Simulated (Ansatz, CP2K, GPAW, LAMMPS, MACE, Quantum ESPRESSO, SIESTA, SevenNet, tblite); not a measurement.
**Other levels on liquid 37SiO2-42B2O3-11CaO-11Na2O (mol %) at 2300 K (71 atoms)**

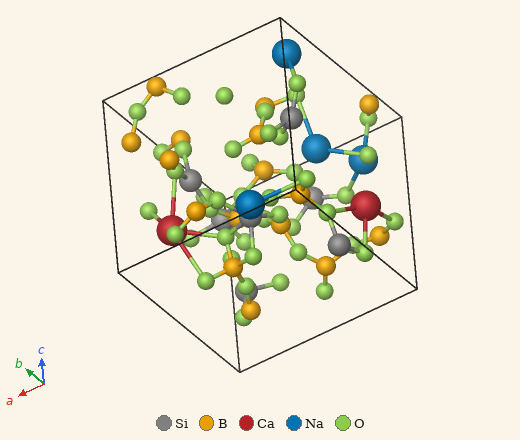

The cell (silicon grey, boron orange, calcium red, sodium blue, oxygen green). Bonds to atoms that aren't drawn are left out. Some periodic images of atoms are drawn too.

Density of this cell: 2.36 g/cm³. The cell holds 71 atoms: 7 Si, 16 B, 2 Ca, 4 Na and 42 O. Cell: a = 9.484 Å, b = 9.484 Å, c = 9.484 Å, α = 90.0°, β = 90.0°, γ = 90.0°. 71 atoms (7 Si, 16 B, 2 Ca, 4 Na, 42 O) placed at random at 2.21 g/cm³, melted at 3000 K for 20 ps at fixed volume with the Buckingham and Coulomb pair potential of Guillot and Sator (Geochim. Cosmochim. Acta 71, 1249 (2007)) with the boron terms of Wang et al. (J. Non-Cryst. Solids 498, 294 (2018)). Snapshot at the end of a hold of 10 ps at 2300 K and zero pressure.

Geometry: as built.

The reference, a calculation:

| Property | Result |
| --- | --- |
| method | Kohn-Sham DFT, PBE, SSSP efficiency 1.3.0 pseudopotentials, plane waves (Quantum ESPRESSO 7.5); sssp-pbe-1.3.0-efficiency, cutoffs 60/480 Ry, Γ point |
| r.m.s. force component | 1.906 eV/Å |
| longest force | 7.76 eV/Å |
| pressure | -5.419 GPa |
| gap (highest filled to lowest empty level) | 0.8768 eV |
| time | 3.2 min on 2 MPI ranks of Arm Neoverse V2, shared host |
| CPU time | 6.4 min |

Q: Estimate the differences from the reference, the CPU time and the memory of each run.
- GPAW PBE, LCAO dzp, h 0.25 Å (GPAW 26.7.0; 1 thread)
- GPAW LDA, LCAO dzp, h 0.18 Å (GPAW 26.7.0; 1 thread)
- SIESTA PBE, DZP, shift 0.01 Ry, mesh 100 Ry (SIESTA 5.4.2; 1 thread)
- GPAW PBE, LCAO szp(dzp), h 0.18 Å (GPAW 26.7.0; 1 thread)
- SIESTA PBE, SZ, shift 0.01 Ry, mesh 500 Ry (SIESTA 5.4.2; 1 thread)
- GPAW PBE, LCAO dzp, h 0.18 Å (GPAW 26.7.0; 1 thread)
- tblite GFN1-xTB (tblite 0.8.0; 1 thread)
- MACE MP-0b2 small potential (MACE MP-0b2 small; 1 thread)
- SIESTA PBE, SZP, shift 0.01 Ry, mesh 500 Ry (SIESTA 5.4.2; 2 MPI ranks)
- CP2K PBE, DZVP-MOLOPT-SR, 800/50 Ry, OT CG (CP2K 2026.2; 4 MPI ranks)

Differences are against the plane-wave reference, forces as r.m.s. over components; share is that over the reference's r.m.s. force, slope the least-squares factor from reference forces to these. Total energies of different programs have different zeros and aren't compared.

| run | Δ force, r.m.s. (meV/Å) | share (%) | slope | Δ pressure (GPa) | Δ gap (eV) | cores | CPU time | memory (GiB) |
| --- | --- | --- | --- | --- | --- | --- | --- | --- |
| reference | - | - | - | - | - | 2 | 6.4 min | 2.2 |
| GPAW PBE, LCAO dzp, h 0.25 Å (coarse) | 1182 | 62.0 | 1.084 | - | -0.123 | 1 | 75 s | 0.61 |
| GPAW LDA, LCAO dzp, h 0.18 Å | 188 | 9.86 | 1.020 | - | -0.135 | 1 | 2.5 min | 1.3 |
| SIESTA PBE, DZP, shift 0.01 Ry, mesh 100 Ry (coarse) | 214 | 11.2 | 1.027 | 1.88 | -0.146 | 1 | 42 s | 0.43 |
| GPAW PBE, LCAO szp(dzp), h 0.18 Å (coarse) | 614 | 32.2 | 1.054 | - | -0.322 | 1 | 2.4 min | 1.2 |
| SIESTA PBE, SZ, shift 0.01 Ry, mesh 500 Ry (coarse) | 1359 | 71.3 | 1.156 | 18.5 | - | 1 | 87 s | 0.7 |
| GPAW PBE, LCAO dzp, h 0.18 Å | 292 | 15.3 | 1.040 | - | -0.120 | 1 | 2.8 min | 1.3 |
| tblite GFN1-xTB | 573 | 30.1 | 0.830 | 1.56 | - | 1 | 3 s | 0.11 |
| MACE MP-0b2 small potential | 354 | 18.6 | 0.952 | 0.615 | - | 1 | 5.7 s | 0.67 |
| SIESTA PBE, SZP, shift 0.01 Ry, mesh 500 Ry (coarse) | 768 | 40.3 | 1.093 | 8.26 | -0.246 | 2 | 3.3 min | 1.5 |
| CP2K PBE, DZVP-MOLOPT-SR, 800/50 Ry, OT CG | 145 | 7.62 | 1.008 | 1.26 | -0.168 | 4 | 8.3 min | 2.8 |

Rows marked coarse were listed beforehand as settings not expected to be converged; some can still land near the reference.

Times of the machine-learned potentials are mostly Python's start and the loading of weights.

CPU time is summed over cores on a shared host, where runs went side by side, so it is rough. Symmetry, cutoffs, thresholds, outputs and thread counts weren't matched or tuned between programs; memory under MPI is the largest rank's times the ranks.

The PBE runs in local orbitals, coarse settings apart, differ by 7.6 % (CP2K PBE, DZVP-MOLOPT-SR, 800/50 Ry, OT CG) to 15 % (GPAW PBE, LCAO dzp, h 0.18 Å); basis, grid and potentials can all enter. Tight binding differs by 30 % (tblite GFN1-xTB); it is another model, with fitted parameters of its own, and the xTB methods hold dispersion. Machine-learned potentials differ by 19 % (MACE MP-0b2 small potential); they were trained on other programs' data. Rows with another functional or a dispersion term differ by 9.9 % (GPAW LDA, LCAO dzp, h 0.18 Å), which mixes the change of model with differences of basis and potentials. Periodic xTB results under one method name differ between programs and library versions. Machine-learned potentials mimic data converged in k, so the reference's own k-point error enters their differences. The network of bonds at the start is that of the classical potential that made the cell, and needn't be the one that DFT or experiment would give. The electronic-structure runs sample only Γ, in a cell whose shortest periodic width is 9 Å.

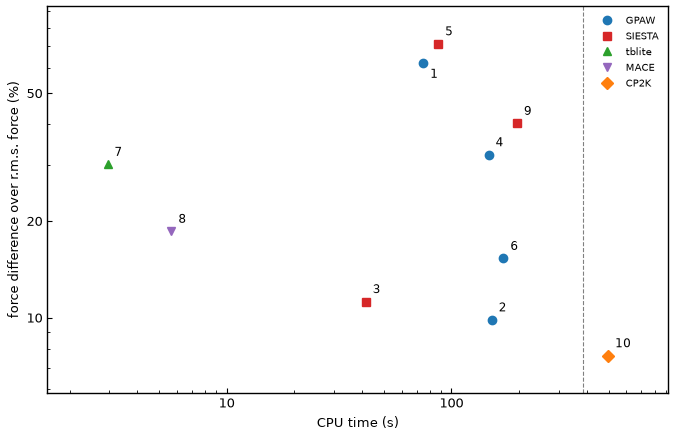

Force difference against CPU time; the dashed line marks the reference's time. Points: 1 GPAW PBE, LCAO dzp, h 0.25 Å; 2 GPAW LDA, LCAO dzp, h 0.18 Å; 3 SIESTA PBE, DZP, shift 0.01 Ry, mesh 100 Ry; 4 GPAW PBE, LCAO szp(dzp), h 0.18 Å; 5 SIESTA PBE, SZ, shift 0.01 Ry, mesh 500 Ry; 6 GPAW PBE, LCAO dzp, h 0.18 Å; 7 tblite GFN1-xTB; 8 MACE MP-0b2 small potential; 9 SIESTA PBE, SZP, shift 0.01 Ry, mesh 500 Ry; 10 CP2K PBE, DZVP-MOLOPT-SR, 800/50 Ry, OT CG.

[Hosts, paths, dates, database ids (printed as entryN), source tags and the programs' standing remarks are cut or masked in the printed files.]
